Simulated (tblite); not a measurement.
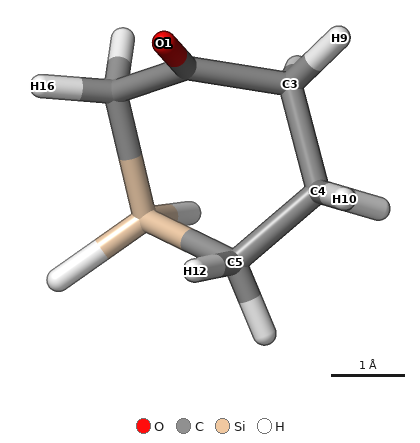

Fig. 1: The input geometry (stick view, seen at a tilt; atoms are numbered from 1 in the order of the input).

**C5H10OSi: relaxed scan**

The run: relaxed scan of C5H10OSi, SMILES O=C1CCC[SiH2]C1. Method and program: GFN2-xTB relaxed scan under a harmonic restraint, gas phase (tblite 0.8.0).

## Input file
```
{"job": {"xc": "GFN2-xTB", "basis": "xTB", "coordinate": [["t", [6, 1, 2, 3], 1.0]], "kind": "drive"}, "charge": 0, "multiplicity": 1}
O     -0.880902     1.965627     1.295370
C     -0.810365     1.191818     0.372789
C      0.260109     1.267632    -0.693420
C      1.472067     0.411114    -0.274435
C      1.093824    -0.857967     0.500262
Si    -0.608453    -1.545532     0.009008
C     -1.712548     0.008546     0.205391
H     -0.144873     0.891404    -1.633727
H      0.578916     2.301805    -0.829934
H      2.136671     1.018148     0.343567
H      2.022399     0.139744    -1.177556
H      1.043867    -0.614407     1.564484
H      1.889607    -1.594522     0.393050
H     -0.629709    -2.018045    -1.381615
H     -1.039788    -2.613909     0.912080
H     -2.396821    -0.058604     1.050022
H     -2.308576     0.150159    -0.695000
```

The first line tells a small driver script what to run in tblite; the rest is the geometry in Å.

Run on 1 CPU thread, shared host.

Command:
```bash
OMP_NUM_THREADS=1 python <driver script> task.json out
```

## What the program printed
```
point  coordinate     E/eV
  0    -72.800     -587.38502
  1    -58.000     -587.44153
  2    -44.900     -587.51358
  3    -31.600     -587.53822
  4    -18.300     -587.54067
  5     -5.000     -587.52351
  6      8.600     -587.50888
  7     21.900     -587.47943
  8     35.400     -587.44339
  9     48.900     -587.40213
 10     62.800     -587.38699
 11     76.200     -587.58854
```

## Key numbers

```json
{"quantity": "outcome", "value": "converged"}
{"quantity": "wall time", "value": "3.4 s"}
{"quantity": "peak memory", "value": "0.19 GiB"}
```
